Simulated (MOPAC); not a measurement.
**Geometry relaxation, with input and output: C₂H₅OSSi (part 2 of 2)**

Continued. System: C₂H₅OSSi, multiplicity 2. Method: PM6-DH2X, unrestricted, dispersion DH2X, in an applied electric field, COSMO solvent chloroform (MOPAC 23.2.5). The run did not end well. The atoms were displaced at random from an optimised geometry.

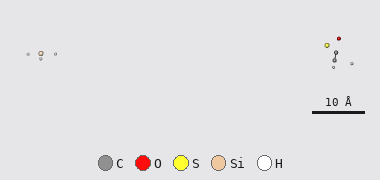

Figure 1. The geometry at step 100 of the log (ball-and-stick view, seen on its broad side).

What the program printed, continued:
```
                    NO POINT LOWER IN ENERGY THAN THE STARTING POINT
                    COULD BE FOUND IN THE LINE MINIMIZATION
 CYCLE:   129 TIME:   0.078 TIME LEFT:  2.00D  GRAD.:  7590.870 HEAT: -25724.05
 CYCLE:   130 TIME:   0.039 TIME LEFT:  2.00D  GRAD.:  5083.709 HEAT: -26344.89
 CYCLE:   131 TIME:   0.031 TIME LEFT:  2.00D  GRAD.:  4015.126 HEAT: -26778.90
 CYCLE:   132 TIME:   0.023 TIME LEFT:  2.00D  GRAD.:  3324.723 HEAT: -27150.00
 CYCLE:   133 TIME:   0.031 TIME LEFT:  2.00D  GRAD.:  2843.023 HEAT: -27507.27
 CYCLE:   134 TIME:   0.023 TIME LEFT:  2.00D  GRAD.:  2362.586 HEAT: -27851.80
 CYCLE:   135 TIME:   0.031 TIME LEFT:  2.00D  GRAD.:  2030.727 HEAT: -28179.96
 CYCLE:   136 TIME:   0.070 TIME LEFT:  2.00D  GRAD.:  1757.115 HEAT: -28490.14
 CYCLE:   137 TIME:   0.031 TIME LEFT:  2.00D  GRAD.:  1530.181 HEAT: -28800.03
 CYCLE:   138 TIME:   0.031 TIME LEFT:  2.00D  GRAD.:  1352.676 HEAT: -29104.05
 CYCLE:   139 TIME:   0.023 TIME LEFT:  2.00D  GRAD.:  1193.109 HEAT: -29420.64
 CYCLE:   140 TIME:   0.031 TIME LEFT:  2.00D  GRAD.:  1069.563 HEAT: -29740.06
 CYCLE:   141 TIME:   0.039 TIME LEFT:  2.00D  GRAD.:   988.771 HEAT: -30041.17
 CYCLE:   142 TIME:   0.023 TIME LEFT:  2.00D  GRAD.:   927.167 HEAT: -30355.00
 CYCLE:   143 TIME:   0.031 TIME LEFT:  2.00D  GRAD.:   902.227 HEAT: -30641.48
 CYCLE:   144 TIME:   0.023 TIME LEFT:  2.00D  GRAD.:   923.364 HEAT: -30940.42
 CYCLE:   145 TIME:   0.078 TIME LEFT:  2.00D  GRAD.:   923.577 HEAT: -30942.95
 CYCLE:   146 TIME:   0.062 TIME LEFT:  2.00D  GRAD.:   923.784 HEAT: -30945.45
 CYCLE:   147 TIME:   0.062 TIME LEFT:  2.00D  GRAD.:   924.181 HEAT: -30949.18
 CYCLE:   148 TIME:   0.062 TIME LEFT:  2.00D  GRAD.:   924.359 HEAT: -30951.56
 CYCLE:   149 TIME:   0.055 TIME LEFT:  2.00D  GRAD.:   924.512 HEAT: -30953.99
 CYCLE:   150 TIME:   0.070 TIME LEFT:  2.00D  GRAD.:   924.662 HEAT: -30956.48
 CYCLE:   151 TIME:   0.055 TIME LEFT:  2.00D  GRAD.:   924.811 HEAT: -30958.89
 CYCLE:   152 TIME:   0.062 TIME LEFT:  2.00D  GRAD.:   924.926 HEAT: -30961.35
 CYCLE:   153 TIME:   0.055 TIME LEFT:  2.00D  GRAD.:   925.068 HEAT: -30963.73
 CYCLE:   154 TIME:   0.070 TIME LEFT:  2.00D  GRAD.:   925.169 HEAT: -30966.18
 CYCLE:   155 TIME:   0.055 TIME LEFT:  2.00D  GRAD.:   925.297 HEAT: -30968.55
 CYCLE:   156 TIME:   0.062 TIME LEFT:  2.00D  GRAD.:   925.387 HEAT: -30970.98
 CYCLE:   157 TIME:   0.055 TIME LEFT:  2.00D  GRAD.:   925.505 HEAT: -30973.33
 CYCLE:   158 TIME:   0.070 TIME LEFT:  2.00D  GRAD.:   925.562 HEAT: -30975.81
 CYCLE:   159 TIME:   0.062 TIME LEFT:  2.00D  GRAD.:   927.586 HEAT: -30978.98
 CYCLE:   160 TIME:   0.062 TIME LEFT:  2.00D  GRAD.:   927.588 HEAT: -30981.41
 CYCLE:   161 TIME:   0.062 TIME LEFT:  2.00D  GRAD.:   927.704 HEAT: -30983.83
 CYCLE:   162 TIME:   0.070 TIME LEFT:  2.00D  GRAD.:   927.780 HEAT: -30986.23
 CYCLE:   163 TIME:   0.070 TIME LEFT:  2.00D  GRAD.:   927.870 HEAT: -30988.40
 CYCLE:   164 TIME:   0.062 TIME LEFT:  2.00D  GRAD.:   927.969 HEAT: -30990.78
 CYCLE:   165 TIME:   0.055 TIME LEFT:  2.00D  GRAD.:   928.072 HEAT: -30993.12
 CYCLE:   166 TIME:   0.055 TIME LEFT:  2.00D  GRAD.:   928.170 HEAT: -30995.45
 CYCLE:   167 TIME:   0.062 TIME LEFT:  2.00D  GRAD.:   928.422 HEAT: -30998.16

                    NO POINT LOWER IN ENERGY THAN THE STARTING POINT
                    COULD BE FOUND IN THE LINE MINIMIZATION
 CYCLE:   168 TIME:   0.055 TIME LEFT:  2.00D  GRAD.:   925.229 HEAT: -30998.16
 CYCLE:   169 TIME:   0.062 TIME LEFT:  2.00D  GRAD.:   891.792 HEAT: -31005.44
 CYCLE:   170 TIME:   0.023 TIME LEFT:  2.00D  GRAD.:   896.351 HEAT: -31030.99
 CYCLE:   171 TIME:   0.031 TIME LEFT:  2.00D  GRAD.:   930.624 HEAT: -31079.51
 CYCLE:   172 TIME:   0.062 TIME LEFT:  2.00D  GRAD.:   930.687 HEAT: -31079.60
 CYCLE:   173 TIME:   0.070 TIME LEFT:  2.00D  GRAD.:   930.768 HEAT: -31079.72
 CYCLE:   174 TIME:   0.055 TIME LEFT:  2.00D  GRAD.:   930.839 HEAT: -31079.84
 CYCLE:   175 TIME:   0.070 TIME LEFT:  2.00D  GRAD.:   930.896 HEAT: -31079.96
 CYCLE:   176 TIME:   0.055 TIME LEFT:  2.00D  GRAD.:   930.962 HEAT: -31080.08
 CYCLE:   177 TIME:   0.070 TIME LEFT:  2.00D  GRAD.:   931.020 HEAT: -31080.20
 CYCLE:   178 TIME:   0.070 TIME LEFT:  2.00D  GRAD.:   931.080 HEAT: -31080.32

                    NO POINT LOWER IN ENERGY THAN THE STARTING POINT
                    COULD BE FOUND IN THE LINE MINIMIZATION
 CYCLE:   179 TIME:   0.062 TIME LEFT:  2.00D  GRAD.:   924.133 HEAT: -31080.32
 CYCLE:   180 TIME:   0.086 TIME LEFT:  2.00D  GRAD.:  1112.965 HEAT: -31086.00
 CYCLE:   181 TIME:   0.062 TIME LEFT:  2.00D  GRAD.:  1112.921 HEAT: -31086.02
 CYCLE:   182 TIME:   0.062 TIME LEFT:  2.00D  GRAD.:  1112.887 HEAT: -31086.08
 CYCLE:   183 TIME:   0.070 TIME LEFT:  2.00D  GRAD.:  1112.800 HEAT: -31086.19
 CYCLE:   184 TIME:   0.070 TIME LEFT:  2.00D  GRAD.:  1112.604 HEAT: -31086.49
 CYCLE:   185 TIME:   0.062 TIME LEFT:  2.00D  GRAD.:  1112.290 HEAT: -31087.18
 CYCLE:   186 TIME:   0.062 TIME LEFT:  2.00D  GRAD.:  1111.829 HEAT: -31088.40
 CYCLE:   187 TIME:   0.070 TIME LEFT:  2.00D  GRAD.:  1111.297 HEAT: -31089.61
 CYCLE:   188 TIME:   0.070 TIME LEFT:  2.00D  GRAD.:  1110.839 HEAT: -31091.18
 CYCLE:   189 TIME:   0.070 TIME LEFT:  2.00D  GRAD.:  1110.391 HEAT: -31092.39
 CYCLE:   190 TIME:   0.062 TIME LEFT:  2.00D  GRAD.:  1109.988 HEAT: -31093.66
 CYCLE:   191 TIME:   0.070 TIME LEFT:  2.00D  GRAD.:  1109.654 HEAT: -31094.94
 CYCLE:   192 TIME:   0.062 TIME LEFT:  2.00D  GRAD.:  1109.249 HEAT: -31095.92
 CYCLE:   193 TIME:   0.070 TIME LEFT:  2.00D  GRAD.:  1108.845 HEAT: -31097.34
 CYCLE:   194 TIME:   0.070 TIME LEFT:  2.00D  GRAD.:  1108.492 HEAT: -31098.69
 CYCLE:   195 TIME:   0.062 TIME LEFT:  2.00D  GRAD.:  1108.104 HEAT: -31099.97
 CYCLE:   196 TIME:   0.070 TIME LEFT:  2.00D  GRAD.:  1108.084 HEAT: -31101.46
 CYCLE:   197 TIME:   0.070 TIME LEFT:  2.00D  GRAD.:  1107.408 HEAT: -31103.00

                    NO POINT LOWER IN ENERGY THAN THE STARTING POINT
                    COULD BE FOUND IN THE LINE MINIMIZATION
 CYCLE:   198 TIME:   0.062 TIME LEFT:  2.00D  GRAD.:  1226.259 HEAT: -31103.00
 CYCLE:   199 TIME:   0.094 TIME LEFT:  2.00D  GRAD.:  1107.394 HEAT: -31103.05
 CYCLE:   200 TIME:   0.078 TIME LEFT:  2.00D  GRAD.:999999.999 HEAT: -31103.07
                    THERE IS NOT ENOUGH TIME FOR ANOTHER CYCLE
                              NOW GOING TO FINAL

          - - - - - - - TIME UP - - - - - - -

           - THE CALCULATION IS BEING DUMPED TO DISK
             RESTART IT USING THE KEYWORD "RESTART"

          CURRENT VALUE OF HEAT OF FORMATION =************
 EPS=4.71 PRECISE CYCLES=200 UHF FIELD=(-0.2,0.5,1.5) GNORM=1 BFGS DOUBLET PM6-DH2X THREADS=1 AUX(PRECISION=6) SYMMETRY
 C2H5OSSi

  C     0.00000000 +0    0.0000000 +0    0.0000000 +0     0     0     0
  C     2.18107152 +1    0.0000000 +0    0.0000000 +0     1     0     0
  O     3.84519314 +1  180.0014869 +1    0.0000000 +0     2     1     0
  S     4.86535504 +1   96.9071373 +1  -71.1155648 +1     2     3     1
 Si    62.95379300 +1  179.8396683 +1   77.1296982 +1     4     2     3
  H     5.25726062 +1   90.2259537 +1  111.0225202 +1     1     2     3
  H     2.08552378 +1   38.7264534 +1 -165.4162848 +1     1     6     2
  H     4.11731224 +1  112.9804132 +1   69.1373821 +1     5     4     2
  H     4.99383227 +1  103.9366416 +1 -162.3998231 +1     5     8     6
  H     3.44211670 +1   46.4212511 +1   47.0714500 +1     5     9     8

 *                    *
 * JOB ENDED NORMALLY *
 *                    *

 TOTAL JOB TIME:             8.97 SECONDS

 == MOPAC DONE ==
```

Trajectory as extended XYZ (Å, eV, eV/Å), 19 of the 200 frames kept, from step=0 to step=199:
```
10
Properties=species:S:1:pos:R:3 step=0 energy=-3.24163
C     0.0000    0.0000    0.0000
C     1.4689    0.0000    0.0000
O     2.0516    1.0646    0.0000
S     2.2604   -1.5758   -0.0948
Si    2.4180   -2.0227   -2.3948
H    -0.5388   -0.8392   -0.0828
H    -0.4797    0.8987    0.3997
H     0.9519   -2.0959   -2.8491
H     3.1185   -3.3233   -2.3313
H     3.1830   -0.9228   -3.0263
10
Properties=species:S:1:pos:R:3 step=11 energy=-26.62739
C     0.0000    0.0000    0.0000
C     1.6917    0.0000    0.0000
O     2.1529    1.2028    0.0000
S     2.2833   -1.5905   -0.0759
Si    3.7649   -1.7372   -9.6509
H    -0.2533   -0.0791   -0.8762
H    -0.1453    0.9907    0.5496
H     2.5367   -1.2120   -9.1955
H     3.7493   -3.0192   -9.0016
H     2.7314   -0.7489   -9.4134
10
Properties=species:S:1:pos:R:3 step=22 energy=-215.29429
C     0.0000    0.0000    0.0000
C     0.7224    0.0000    0.0000
O     1.4011    1.0728    0.0000
S    -0.4131   -1.1053    0.0609
Si   -5.4851  -11.2679   38.9980
H    -1.1428    1.1497   -0.4190
H     0.4091   -0.0377    0.5013
H    -4.1746  -12.5107   40.4855
H    -4.5538  -12.2921   39.3087
H    -4.6486  -12.0843   39.0484
10
Properties=species:S:1:pos:R:3 step=33 energy=-513.15772
C     0.0000    0.0000    0.0000
C     1.3984    0.0000    0.0000
O     2.6161    1.0447    0.0000
S    -0.2468   -1.0584   -0.0442
Si   -5.2763   17.1033   38.9583
H    -1.0929    1.3042   -1.1505
H     0.2475    0.3423    0.9276
H    -5.1540   17.8299   41.5689
H    -4.8174   16.4975   40.2110
H    -4.3751   15.9265   39.3531
10
Properties=species:S:1:pos:R:3 step=44 energy=-536.61067
C     0.0000    0.0000    0.0000
C     1.0484    0.0000    0.0000
O     2.4077    0.9802    0.0000
S    -0.9614   -0.6848   -0.0732
Si   -3.1660   14.4935   41.3888
H    -0.6904    1.1870   -1.8339
H    -0.2312    0.4488    0.5089
H    -2.3350   14.4322   44.1332
H    -2.2701   14.3023   41.7885
H    -2.0053   14.8216   40.1543
10
Properties=species:S:1:pos:R:3 step=55 energy=-717.25485
C     0.0000    0.0000    0.0000
C     1.4359    0.0000    0.0000
O     3.8639    0.0362    0.0000
S     3.1520    2.6925   -0.1749
Si   -3.3712   16.7785   44.3383
H    -0.3182   -0.2008   -2.7768
H    -0.6179    0.5034    0.5109
H    -3.5597   16.7670   41.5503
H    -3.9224   15.1405   43.8562
H    -3.9753   17.9675   46.4739
10
Properties=species:S:1:pos:R:3 step=66 energy=-724.26100
C     0.0000    0.0000    0.0000
C     1.4473    0.0000    0.0000
O     3.8857    0.0014    0.0000
S     3.0936    2.7489   -0.1619
Si   -3.3879   16.8064   44.4872
H    -0.3313   -0.2270   -2.7852
H    -0.6291    0.5022    0.5112
H    -3.6157   16.7926   41.7001
H    -3.8918   15.1321   44.0434
H    -3.9764   17.9934   46.6414
10
Properties=species:S:1:pos:R:3 step=77 energy=-803.17389
C     0.0000    0.0000    0.0000
C     1.4898    0.0000    0.0000
O     4.0630    0.0184    0.0000
S     2.8734    3.0333    0.0382
Si   -3.8387   17.7310   46.6301
H    -0.2804   -0.3674   -2.9376
H    -0.8746    0.4501    0.4446
H    -3.9933   17.6769   43.8291
H    -4.4447   15.9101   46.3625
H    -4.4935   19.1438   48.7478
10
Properties=species:S:1:pos:R:3 step=88 energy=-956.67268
C     0.0000    0.0000    0.0000
C     1.5464    0.0000    0.0000
O     4.3371    0.0526    0.0000
S     2.5713    3.4062    0.5770
Si   -4.6231   19.4718   51.3249
H     0.0113   -0.4622   -3.2552
H    -1.2828    0.0689    0.1148
H    -4.4848   19.1193   48.5530
H    -5.5485   17.4462   51.4104
H    -5.3039   21.2451   53.3359
10
Properties=species:S:1:pos:R:3 step=100 energy=-1036.43562
C     0.0000    0.0000    0.0000
C     1.6252    0.0000    0.0000
O     4.5462    0.0027    0.0000
S     1.7162    3.6397    0.9492
Si  -11.2186   19.9826   53.0794
H    -0.0493   -0.8497   -3.3419
H    -1.4093   -0.0754   -0.0441
H   -10.9201   19.6092   50.2407
H   -11.5632   17.7026   53.6429
H   -12.2495   21.8211   55.0460
10
Properties=species:S:1:pos:R:3 step=111 energy=-1047.98231
C     0.0000    0.0000    0.0000
C     1.6289    0.0000    0.0000
O     4.5571    0.0004    0.0000
S     1.8496    3.6312    0.9936
Si   -4.9651   20.7595   54.0588
H    -0.0513   -0.8937   -3.3470
H    -1.4135   -0.0844   -0.0473
H    -5.0028   20.3569   51.2041
H    -5.1905   18.4474   54.7203
H    -5.7821   22.6086   56.1454
10
Properties=species:S:1:pos:R:3 step=122 energy=-1110.20520
C     0.0000    0.0000    0.0000
C     1.7542    0.0000    0.0000
O     5.1035    0.0117    0.0000
S     1.7476    1.5779    3.9832
Si   -0.3714   11.9539   59.7569
H    -2.0361   -3.4606   -1.9492
H    -1.4663   -0.1751    0.6482
H     2.3085   12.1817   57.9545
H    -3.4400   13.6363   62.1625
H    -1.0088   14.8776   60.2974
10
Properties=species:S:1:pos:R:3 step=133 energy=-1207.76834
C     0.0000    0.0000    0.0000
C     1.9071    0.0000    0.0000
O     5.4698    0.1713    0.0000
S     1.5065    1.3822    4.2902
Si   -3.9565   17.8165   60.5405
H    -1.2200   -3.2022   -3.3230
H    -1.6140   -0.7707   -0.0605
H    -1.0032   16.2466   60.9458
H    -6.4960   21.3687   62.1692
H    -4.6268   18.4038   63.3734
10
Properties=species:S:1:pos:R:3 step=144 energy=-1341.81319
C     0.0000    0.0000    0.0000
C     2.1262    0.0000    0.0000
O     5.9526    0.0081    0.0000
S     1.5454    1.5839    4.5305
Si   -6.1567   21.5307   63.6416
H    -0.0523   -2.1317   -4.7161
H    -1.2821   -0.9589   -1.2823
H    -3.5445   20.3632   65.8386
H    -8.4881   25.4521   65.5664
H    -7.4404   22.1617   66.6878
10
Properties=species:S:1:pos:R:3 step=155 energy=-1343.02865
C     0.0000    0.0000    0.0000
C     2.1280    0.0000    0.0000
O     5.9566    0.0060    0.0000
S     1.5464    1.5854    4.5328
Si   -6.1669   21.5531   63.6748
H    -0.0498   -2.1293   -4.7207
H    -1.2810   -0.9582   -1.2867
H    -3.5566   20.3888   65.8793
H    -8.4974   25.4761   65.6058
H    -7.4532   22.1855   66.7230
10
Properties=species:S:1:pos:R:3 step=166 energy=-1344.20734
C     0.0000    0.0000    0.0000
C     2.1292    0.0000    0.0000
O     5.9596    0.0045    0.0000
S     1.5470    1.5865    4.5351
Si   -6.1754   21.5710   63.7090
H    -0.0479   -2.1281   -4.7244
H    -1.2807   -0.9573   -1.2898
H    -3.5647   20.4105   65.9195
H    -8.5065   25.4954   65.6455
H    -7.4634   22.2049   66.7591
10
Properties=species:S:1:pos:R:3 step=177 energy=-1347.77012
C     0.0000    0.0000    0.0000
C     2.1386    0.0000    0.0000
O     5.9803    0.0011    0.0000
S     1.5541    1.5570    4.5659
Si   -6.1824   21.0216   63.9278
H    -0.0258   -1.9502   -4.8628
H    -1.2711   -0.9071   -1.3742
H    -3.2314   19.6934   66.4341
H    -8.2483   24.8891   66.2993
H    -7.2714   21.5031   67.1381
10
Properties=species:S:1:pos:R:3 step=188 energy=-1348.29383
C     0.0000    0.0000    0.0000
C     2.1631    0.0000    0.0000
O     6.0068    0.0004    0.0000
S     1.5783    1.5622    4.5676
Si   -5.9512   21.9596   63.6451
H    -0.0231   -1.9013   -4.8928
H    -1.2702   -0.8927   -1.3890
H    -9.2761   24.3247   64.1085
H    -4.7021   20.6585   68.2974
H    -5.6021   23.7139   66.5766
10
Properties=species:S:1:pos:R:3 step=199 energy=-1348.75660
C     0.0000    0.0000    0.0000
C     2.1811    0.0000    0.0000
O     6.0263   -0.0001    0.0000
S     1.5960    1.5633    4.5701
Si   -5.9353   21.9552   63.6516
H    -0.0207   -1.8859   -4.9073
H    -1.2691   -0.8885   -1.3962
H    -9.2566   24.3437   64.1167
H    -4.7219   20.6604   68.3195
H    -5.5927   23.7159   66.5894
```

The run was set up as follows.

Input file (c2h5ossi.mop):
```
EPS=4.71 PRECISE CYCLES=200 UHF FIELD=(-0.2,0.5,1.5) GNORM=1 BFGS DOUBLET PM6-DH2X THREADS=1 AUX(PRECISION=6)
C2H5OSSi

C
C 1 r2
O 2 r3 1 a3
S 2 r4 3 a4 1 d4
Si 4 r5 2 a5 3 d5
H 1 r6 2 a6 3 d6
H 1 r7 6 a7 2 d7
H 5 r8 4 a8 2 d8
H 5 r9 8 a9 6 d9
H 5 r10 9 a10 8 d10

r2 1.507770
r3 1.293887
a3 124.994520
r4 1.784224
a4 130.883710
d4 169.957440
r5 2.238241
a5 98.322140
d5 -93.501580
r6 0.890702
a6 125.161670
d6 173.198910
r7 1.204352
a7 124.423920
d7 -154.853920
r8 1.646620
a8 104.128320
d8 -65.273850
r9 1.376726
a9 108.706930
d9 117.519940
r10 1.416354
a10 110.982990
d10 -135.332510
```

Command:
```bash
mopac c2h5ossi.mop
```

Outcome:

| quantity | value |
| --- | --- |
| outcome | not converged |
| basis functions | 35 |
| hardware | 1 thread of Arm Neoverse N1, 98 GiB of memory available, shared host |
| wall time | 9.3 s |
| peak memory | 0.12 GiB |

Diagnosis:

The run did not converge. Its last values are not results.
